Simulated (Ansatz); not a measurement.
**Run report: AlH₂BrCl₂O, geometry relaxation**

System: AlH₂BrCl₂O.
Method: RKS B3LYP-D4/def2-SVP (Ansatz 0.2.0).

The input holds or restrains some coordinates. It belongs to a series of runs on one base structure; here: pulled along the bonds that form and break, towards end A. Figures and captions count atoms from 1; the log counts them from 0 in places.

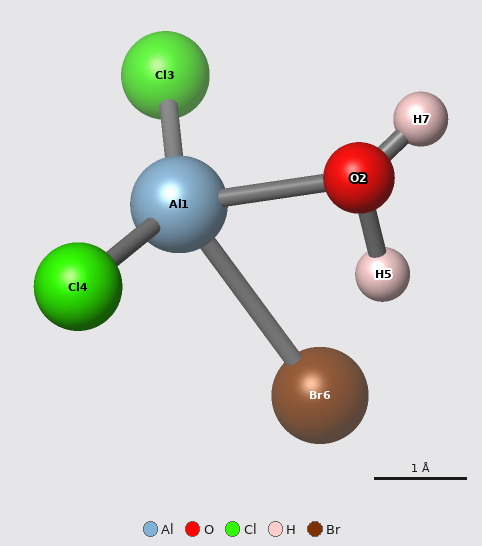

Figure 1. The input geometry (ball-and-stick view, seen on its broad side; atoms are numbered from 1 in the order of the input). Sticks mark near contacts. Bond lengths as drawn: Al–Br 2.81 Å, Al–Cl 2.01 to 2.02 Å, Al–O 2.18 Å and H–O 0.96 to 1.27 Å.

### Input file
```yaml
crystal:
  periodic: [false, false, false]
  atoms:
    - { symbol: Al, position_ang: [-0.6657, -0.6894, -0.3954] }
    - { symbol: O, position_ang: [0.5807, 1.1013, -0.4233] }
    - { symbol: Cl, position_ang: [0.5023, -2.1652, -1.1225] }
    - { symbol: Cl, position_ang: [-2.5617, -0.023, -0.4733] }
    - { symbol: H, position_ang: [0.5968, 0.8967, 0.8281] }
    - { symbol: Br, position_ang: [0.0627, -0.3343, 2.2996] }
    - { symbol: H, position_ang: [1.4848, 1.2138, -0.7132] }
basis:
  gaussian: { orbitals: def2-SVP }
hamiltonian:
  xc: b3lyp
  dispersion: d4
relax:
  f_tol: 0.15
  max_steps: 25
  restrain:
    - { distance: [0, 5], at: 3.71, k: 30.0 }
    - { distance: [4, 1], at: 2.27, k: 30.0 }
    - { distance: [0, 1], at: 1.87, k: 30.0 }
    - { distance: [4, 5], at: 1.51, k: 30.0 }
output:
  orbitals: {}
```

Machine: 2 threads of Arm Neoverse V1, 24 GiB of memory available, shared host.

Launch command:
```bash
ansatz run input.yaml --threads 2 --pin off --max-ram 3072MiB --backend cpu --events-out ev --progress --plain --runs-dir out
```

### Log
```
The last accepted step is kept in [file] (removed where the run ends without a failure and the disk answers)
Engine: ansatz 0.2.0, aarch64-unknown-linux-gnu
Functional definition: B3LYP
  parameter a0 = 0.2
  parameter ax = 0.72
  parameter ac = 0.81
  exchange = (1 - a0 - ax)*slater_x + ax*b88_x + a0*exact_x
  correlation = (1 - ac)*vwn_rpa_c + ac*lyp_c
1094 factors; integrals over basis functions are off by at most 3.2e-4 eV
mean field evaluation 1: about -103750.9063 eV, gradient 4.8e1 eV
mean field evaluation 2: about -103740.4536 eV, gradient 8.7e1 eV
mean field evaluation 4: about -103755.0921 eV, gradient 4.1e0 eV
mean field evaluation 8: about -103755.1389 eV, gradient 3.3e-2 eV
mean field -103755.13886291 eV, -3812.9310254528 hartree, gradient 1.9e-5 eV, S^2 0.000000; 0 other end points of the search recorded, 0 dependent functions left out
the calculation of the forces begins
reference -103755.13911593 eV, -3812.9310347513 hartree; 46, 46 occupied and 64, 64 virtual orbitals, 1094 factors
relax step   1: F+E_penalty+E_count = -103755.50349077 eV  Δ(F+E_penalty+E_count) = +0.000e0 eV  max|allowed force component| = 3.427e0 eV/Å  E_restraint = 32.03036630 eV  max|allowed force component, restraints' pulls added| = 3.768e1 eV/Å  Δτ_max = 0.0000 Å  (26 SCF iters, accepted)
  distance Al 0 - Br 5 = 2.8142 Å
  distance H 4 - O 1 = 1.2681 Å
  distance Al 0 - O 1 = 2.1819 Å
  distance H 4 - Br 5 = 1.9915 Å
these checks for a lower state are left out or cut short: starts, cluster_reference, orbital_swaps, neighbouring_geometries, increment
1094 factors; integrals over basis functions are off by at most 2.9e-4 eV
mean field evaluation 16: about -103753.7313 eV, gradient 1.4e1 eV
mean field -103754.51384337 eV, -3812.9080564085 hartree, gradient 9.8e-6 eV, S^2 0.000000; 0 other end points of the search recorded, 0 dependent functions left out
[... from here on the field's lines of each further geometry are left out, up to the last ...]
relax step   2: F+E_penalty+E_count = -103754.87186445 eV  Δ(F+E_penalty+E_count) = +6.316e-1 eV  max|allowed force component| = 3.306e0 eV/Å  E_restraint = 15.64400654 eV  max|allowed force component, restraints' pulls added| = 2.765e1 eV/Å  Δτ_max = 0.1973 Å  (35 SCF iters, accepted)
relax step   3: F+E_penalty+E_count = -103755.02993822 eV  Δ(F+E_penalty+E_count) = -1.581e-1 eV  max|allowed force component| = 3.729e0 eV/Å  E_restraint = 5.55338990 eV  max|allowed force component, restraints' pulls added| = 1.597e1 eV/Å  Δτ_max = 0.1949 Å  (34 SCF iters, accepted)
relax step   4: F+E_penalty+E_count = -103755.60979392 eV  Δ(F+E_penalty+E_count) = -5.799e-1 eV  max|allowed force component| = 2.888e0 eV/Å  E_restraint = 0.52116339 eV  max|allowed force component, restraints' pulls added| = 4.091e0 eV/Å  Δτ_max = 0.1949 Å  (29 SCF iters, accepted)
relax step   5: F+E_penalty+E_count = -103755.91358441 eV  Δ(F+E_penalty+E_count) = -3.038e-1 eV  max|allowed force component| = 1.469e0 eV/Å  E_restraint = 0.10486810 eV  max|allowed force component, restraints' pulls added| = 1.378e0 eV/Å  Δτ_max = 0.1902 Å  (28 SCF iters, accepted)
relax step   6: F+E_penalty+E_count = -103755.83667019 eV  Δ(F+E_penalty+E_count) = +7.691e-2 eV  max|allowed force component| = 5.154e0 eV/Å  E_restraint = 0.09200164 eV  max|allowed force component, restraints' pulls added| = 3.948e0 eV/Å  Δτ_max = 0.1312 Å  (29 SCF iters, rejected (line search))
relax step   7: F+E_penalty+E_count = -103755.94925656 eV  Δ(F+E_penalty+E_count) = -3.567e-2 eV  max|allowed force component| = 1.598e0 eV/Å  E_restraint = 0.08900324 eV  max|allowed force component, restraints' pulls added| = 2.084e-1 eV/Å  Δτ_max = 0.0649 Å  (29 SCF iters, accepted)
relax step   8: F+E_penalty+E_count = -103755.95657483 eV  Δ(F+E_penalty+E_count) = -7.318e-3 eV  max|allowed force component| = 1.638e0 eV/Å  E_restraint = 0.08424490 eV  max|allowed force component, restraints' pulls added| = 1.570e-1 eV/Å  Δτ_max = 0.1000 Å  (29 SCF iters, accepted)
relax step   9: F+E_penalty+E_count = -103755.95976486 eV  Δ(F+E_penalty+E_count) = -3.190e-3 eV  max|allowed force component| = 1.650e0 eV/Å  E_restraint = 0.07916436 eV  max|allowed force component, restraints' pulls added| = 1.825e-1 eV/Å  Δτ_max = 0.0761 Å  (29 SCF iters, accepted)
the calculation of the forces begins
reference -103755.64007452 eV, -3812.9494446398 hartree; 46, 46 occupied and 64, 64 virtual orbitals, 1094 factors
relax step  10: F+E_penalty+E_count = -103755.96352973 eV  Δ(F+E_penalty+E_count) = -3.765e-3 eV  max|allowed force component| = 1.685e0 eV/Å  E_restraint = 0.07979251 eV  max|allowed force component, restraints' pulls added| = 5.731e-2 eV/Å  Δτ_max = 0.0930 Å  (27 SCF iters, accepted)
  distance Al 0 - Br 5 = 3.7060 Å
  distance H 4 - O 1 = 2.2641 Å
  distance Al 0 - O 1 = 1.8041 Å
  distance H 4 - Br 5 = 1.4796 Å
1094 factors; integrals over basis functions are off by at most 7.1e-4 eV
mean field evaluation 96: about -103755.6398 eV, gradient 3.0e-5 eV
```

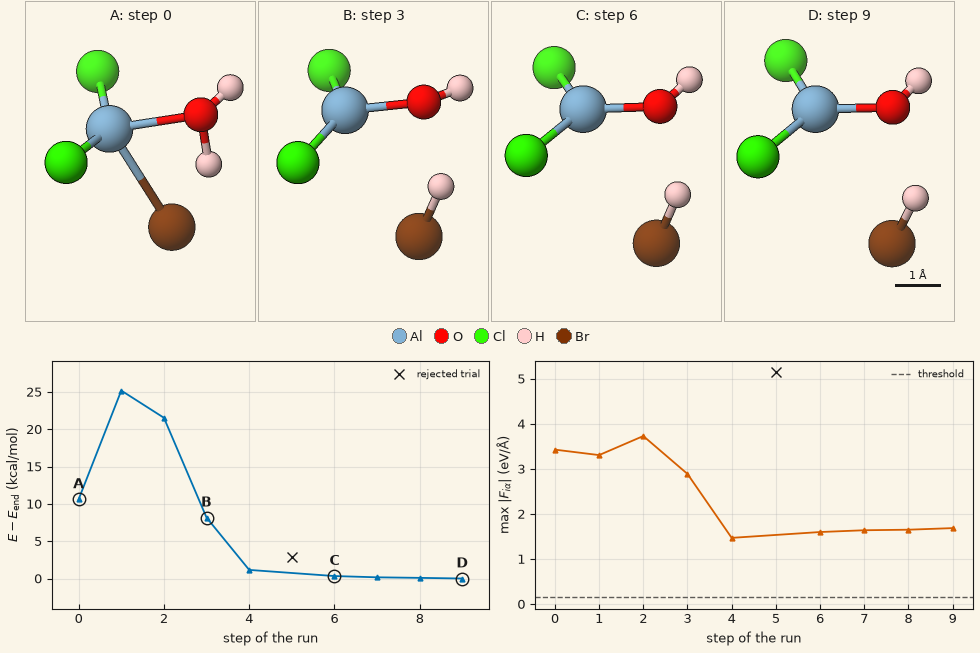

Figure 2. Frames of the restrained relaxation (ball-and-stick view, seen at a tilt) above the curves, on which the letters mark them (the first geometry is step 0 here and step 1 in the log).

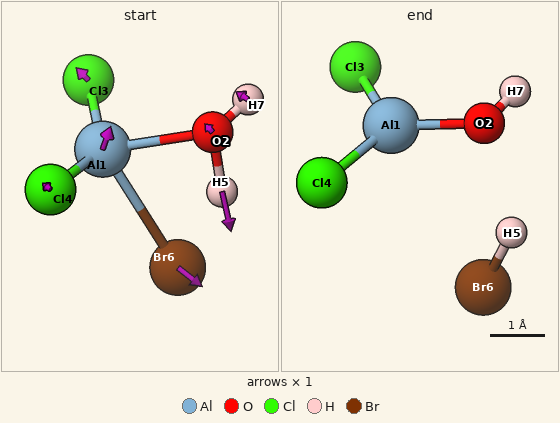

Figure 3. Before (left) and after (right) the restrained relaxation, at one scale (ball-and-stick view, seen at a tilt). The pink arrows give the displacements, at true length. The energy falls by 10.6 kcal/mol in 9 geometry steps. Largest force component: 3.4 eV/Å at the start, 1.7 eV/Å at the end. The line search rejected the trial step at point 5 (counted from 0) and went back. The atom that moves furthest after the best rigid fit is H5 (0.81 Å). By element the largest moves are H 0.81 Å, Br 0.60 Å, Al 0.53 Å, Cl 0.37 Å, O 0.24 Å. Distances before and after: O2–H5 1.268 → 2.264 Å, Al1–Br6 2.814 → 3.706 Å, H5–Br6 1.991 → 1.480 Å, Al1–O2 2.182 → 1.804 Å. New bonds form: H5–Br6 (1.99 → 1.48 Å). Among the angles that change: Cl3–Al1–Cl4 140.7° → 122.5°, O2–Al1–Cl3 105.4° → 120.6°, Al1–O2–H7 129.8° → 117.0°. (Atoms are counted from 1 in the order of the input.)

```
mean field -103755.63980593 eV, -3812.9494347692 hartree, gradient 1.2e-5 eV, S^2 0.000000; 1 other end points of the search recorded, 0 dependent functions left out
the calculation of the forces begins
reference -103755.64007452 eV, -3812.9494446398 hartree; 46, 46 occupied and 64, 64 virtual orbitals, 1094 factors
Total energy: -103755.96379832 eV, -3812.9613412702 hartree
Atom 0 at    -0.517357    -0.444302    -0.846105 Å, force     1.078921     1.685340     0.392814 eV/Å
Atom 1 at     0.495862     1.031613    -0.622932 Å, force    -1.123849    -1.657003    -0.066002 eV/Å
Atom 2 at     0.343475    -2.236688    -1.473017 Å, force     0.030200    -0.033859    -0.014578 eV/Å
Atom 3 at    -2.568586    -0.225286    -0.576083 Å, force     0.017404    -0.000950    -0.009721 eV/Å
Atom 4 at     0.540703     0.926512     1.638249 Å, force    -0.161340    -0.576203     0.520386 eV/Å
Atom 5 at     0.278225    -0.016137     2.748082 Å, force     0.136661     0.572661    -0.812806 eV/Å
Atom 6 at     1.427577     0.964188    -0.868193 Å, force     0.022003     0.010014    -0.010094 eV/Å
Dipole moment:     0.342380     0.090382    -0.212368 e Å
```

### Trajectory as extended XYZ (Å, eV, eV/Å), 10 frames, from step=1 to step=10
```
7
Properties=species:S:1:pos:R:3:forces:R:3 step=1 energy=-103755.50349
Al   -0.6657   -0.6894   -0.3954    2.3542   2.4056   2.1704
O     0.5807    1.1013   -0.4233   -2.0216  -1.7525   3.4267
Cl    0.5023   -2.1652   -1.1225    0.5046  -1.0977  -0.6824
Cl   -2.5617   -0.0230   -0.4733   -1.3498   0.2415  -0.3369
H     0.5968    0.8967    0.8281    0.0422   0.2888  -2.6550
Br    0.0627   -0.3343    2.2996   -0.2112   0.1626  -1.7120
H     1.4848    1.2138   -0.7132    0.6815  -0.2483  -0.2108
7
Properties=species:S:1:pos:R:3:forces:R:3 step=2 energy=-103754.87186
Al   -0.6594   -0.6426   -0.5520    2.7483   3.3056   1.2805
O     0.5387    1.0622   -0.5278   -1.4248  -1.7966   1.9905
Cl    0.5084   -2.1773   -1.1319    0.4443  -1.2602  -0.5132
Cl   -2.5757   -0.0201   -0.4786   -1.1520   0.0904  -0.1403
H     0.5715    0.8212    1.0086   -0.4843  -0.7173  -0.4649
Br    0.1338   -0.2537    2.3994    0.2110   0.9038  -1.9836
H     1.4826    1.2101   -0.7177   -0.3424  -0.5257  -0.1690
7
Properties=species:S:1:pos:R:3:forces:R:3 step=3 energy=-103755.02994
Al   -0.6422   -0.5891   -0.6813    2.8724   3.7286   0.5839
O     0.5006    1.0332   -0.6563   -1.1102  -1.8111   0.9310
Cl    0.5118   -2.1909   -1.1350    0.2390  -1.1759  -0.3216
Cl   -2.5846   -0.0208   -0.4780   -0.7814  -0.0901  -0.0580
H     0.5609    0.7631    1.1944   -0.6194  -1.1632   0.9892
Br    0.1828   -0.1973    2.4750    0.4414   1.2330  -1.9164
H     1.4708    1.2017   -0.7187   -1.0418  -0.7213  -0.2080
7
Properties=species:S:1:pos:R:3:forces:R:3 step=4 energy=-103755.60979
Al   -0.6036   -0.5024   -0.8488    2.2256   2.8878   0.5753
O     0.4695    1.0059   -0.7728   -1.5531  -1.6317   0.3389
Cl    0.5081   -2.2187   -1.1377   -0.1790  -0.5442  -0.1694
Cl   -2.5903   -0.0306   -0.4785   -0.0542  -0.2697  -0.1905
H     0.5557    0.7108    1.3821   -0.3316  -0.6355   0.7809
Br    0.2372   -0.1385    2.5807    0.2590   0.6898  -1.0654
H     1.4233    1.1734   -0.7250   -0.3666  -0.4965  -0.2697
7
Properties=species:S:1:pos:R:3:forces:R:3 step=5 energy=-103755.91358
Al   -0.5177   -0.4259   -0.8734    1.2316   1.4690   0.4670
O     0.4670    1.0635   -0.7043    0.1130  -1.3310  -0.2281
Cl    0.3755   -2.2992   -1.2065   -0.1592   0.2554  -0.0563
Cl   -2.5623   -0.1364   -0.5739    0.1160  -0.0834  -0.1187
H     0.5515    0.7198    1.5424   -0.1705  -0.4101   0.5790
Br    0.2588   -0.1099    2.7302    0.1619   0.4918  -0.8517
H     1.4271    1.1880   -0.9145   -1.2928  -0.3918   0.2088
7
Properties=species:S:1:pos:R:3:forces:R:3 step=6 energy=-103755.83667 accepted=F
Al   -0.5120   -0.4327   -0.8316    1.1561   1.5205   0.2207
O     0.4977    1.0435   -0.6510   -5.1544  -1.9465   1.1485
Cl    0.3304   -2.2879   -1.3291   -0.0394   0.1854   0.0450
Cl   -2.5765   -0.1888   -0.6706    0.1142   0.0091   0.0141
H     0.5926    0.8100    1.6036   -0.1749  -0.4858   0.5909
Br    0.3041   -0.0531    2.7715    0.1505   0.5309  -0.8948
H     1.3636    1.1089   -0.8928    3.9478   0.1863  -1.1246
7
Properties=species:S:1:pos:R:3:forces:R:3 step=7 energy=-103755.94926
Al   -0.5171   -0.4260   -0.8467    1.2221   1.5984   0.3613
O     0.4822    1.0590   -0.6649   -1.0466  -1.5683  -0.0127
Cl    0.3564   -2.2801   -1.2655   -0.0481   0.0999  -0.0319
Cl   -2.5703   -0.1672   -0.6227    0.0407  -0.0235  -0.0392
H     0.5638    0.7631    1.5787   -0.1609  -0.4561   0.5906
Br    0.2775   -0.0869    2.7567    0.1527   0.5239  -0.8899
H     1.4073    1.1381   -0.9356   -0.1598  -0.1744   0.0219
7
Properties=species:S:1:pos:R:3:forces:R:3 step=8 energy=-103755.95658
Al   -0.5282   -0.4380   -0.8573    1.2273   1.6380   0.4586
O     0.4757    1.0398   -0.6331   -1.1647  -1.5635  -0.0601
Cl    0.3476   -2.2764   -1.3242   -0.0235   0.0492  -0.0394
Cl   -2.5825   -0.1898   -0.6443    0.0111  -0.0135  -0.0338
H     0.6039    0.8443    1.6212   -0.2330  -0.5741   0.5639
Br    0.2836   -0.0713    2.7418    0.1890   0.5912  -0.8568
H     1.3998    1.0914   -0.9040   -0.0061  -0.1273  -0.0324
7
Properties=species:S:1:pos:R:3:forces:R:3 step=9 energy=-103755.95977
Al   -0.5326   -0.4450   -0.8349    1.1941   1.6499   0.3270
O     0.4756    1.0334   -0.6152   -1.1775  -1.6025  -0.0265
Cl    0.3405   -2.2574   -1.3976    0.0010   0.0229   0.0097
Cl   -2.5922   -0.2140   -0.6653    0.0014   0.0029   0.0197
H     0.6079    0.8941    1.6454   -0.2283  -0.6057   0.5580
Br    0.2994   -0.0412    2.7536    0.1769   0.6045  -0.8596
H     1.4012    1.0300   -0.8861    0.0325  -0.0720  -0.0283
7
Properties=species:S:1:pos:R:3:forces:R:3 step=10 energy=-103755.96353
Al   -0.5174   -0.4443   -0.8461    1.0789   1.6853   0.3928
O     0.4959    1.0316   -0.6229   -1.1238  -1.6570  -0.0660
Cl    0.3435   -2.2367   -1.4730    0.0302  -0.0339  -0.0146
Cl   -2.5686   -0.2253   -0.5761    0.0174  -0.0009  -0.0097
H     0.5407    0.9265    1.6382   -0.1613  -0.5762   0.5204
Br    0.2782   -0.0161    2.7481    0.1367   0.5727  -0.8128
H     1.4276    0.9642   -0.8682    0.0220   0.0100  -0.0101
```

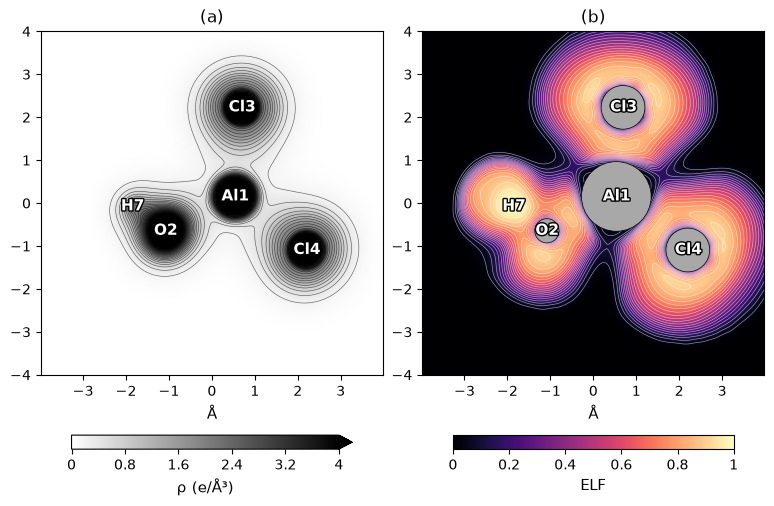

Figure 4. (a) total electron density; (b) ELF on the plane of atoms O2, Al1 and Cl4. Grey discs, where drawn, cover atomic cores. Al–Cl (2.08 Å): ρ is about 0.73 e/Å³ halfway; the ELF peaks at about 0.90 in the valence shell of Cl, 0.8 Å from its nucleus, and is about 0.80 at the midpoint.

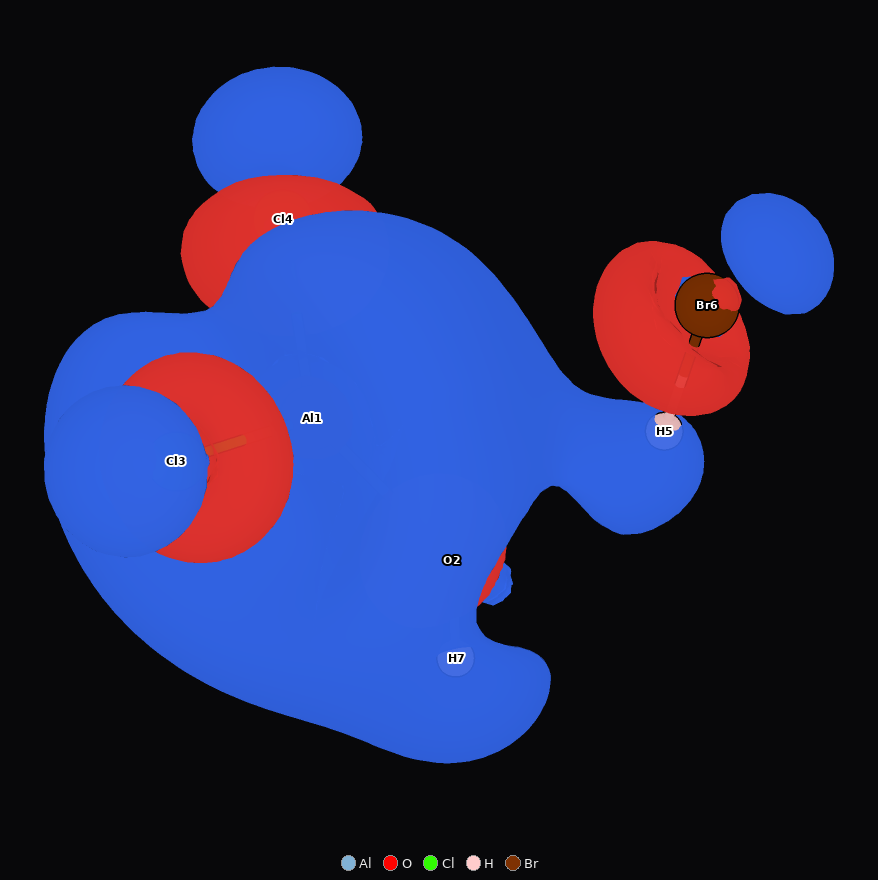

Figure 5. The LUMO at ±0.08 Å⁻³ᐟ² (red and blue are the two phases), seen face on. By Hirshfeld shares it lies mainly on Al1 (50 %), Cl3 (15 %), Cl4 (15 %) and O2 (10 %). Its energy is −1.29 eV.

### Results in brief

- outcome: converged under the restraints of the input
- total energy: −103755.9638 eV
- mean-field energy: −103755.6401 eV
- largest force (length of the vector) at the end, held atoms and coordinates included: 2.039 eV/Å
- wall time: 38 s (CPU time 74 s)
- peak memory: 0.28 GiB
